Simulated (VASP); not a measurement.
Band structure of PbTe (rock salt). Method: PBEsol GGA with spin-orbit coupling, VASP's PBE PAW potentials (set 64) (plane waves; VASP 6.6.1).

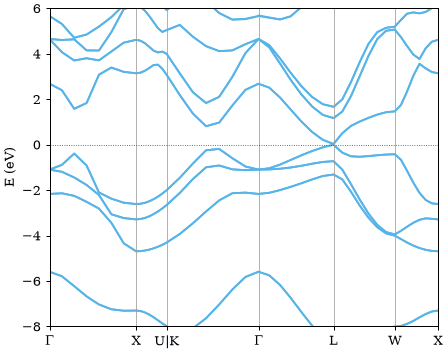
Bands along high-symmetry lines, zero at the valence-band maximum or, without a gap, the Fermi level

Read the plot: is there a gap, and where are the band edges?

The gap is direct, 0.03 eV, from the valence maximum at L to the conduction minimum at L.

The compound is PbTe in the rock salt structure. It was relaxed first.
